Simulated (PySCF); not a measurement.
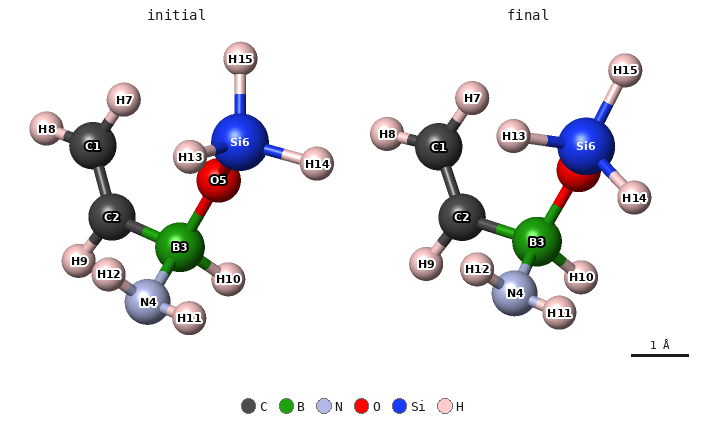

The structure of C2H9BNOSi (charge −1) before (left) and after (right) a relaxation, at one scale.

The picture is a ball-and-stick view, seen from a free direction.

The start comes from GFN2-xTB.

These are results of PBE0-D3(BJ)/def2-SVP geometry optimisation, gas phase in PySCF, not measurements. 

What changed between the two?

The largest move after the best rigid fit is that of H14, 0.91 Å. Largest moves by element: H 0.91 Å, O 0.36 Å, N 0.31 Å, B 0.14 Å, Si 0.14 Å, C 0.11 Å. Near-neighbour distances that change, for instance: O5–Si6 1.553 → 1.618 Å, B3–H10 1.216 → 1.253 Å, Si6–H15 1.483 → 1.510 Å, Si6–H13 1.489 → 1.512 Å. Bond angles that change, for instance: B3–O5–Si6 145.9° → 122.3°, B3–N4–H11 109.7° → 113.8°, O5–Si6–H14 113.1° → 116.5°. Groups turn about O5–Si6 by about 30°. After 12 geometry steps the energy has fallen by 0.209 eV. Largest force component: 1.8 eV/Å at the start, 0.007 eV/Å at the end. The run took about 80 core-seconds on a shared host.

Limits of the set-up: the basis has no diffuse functions, which an anion needs.
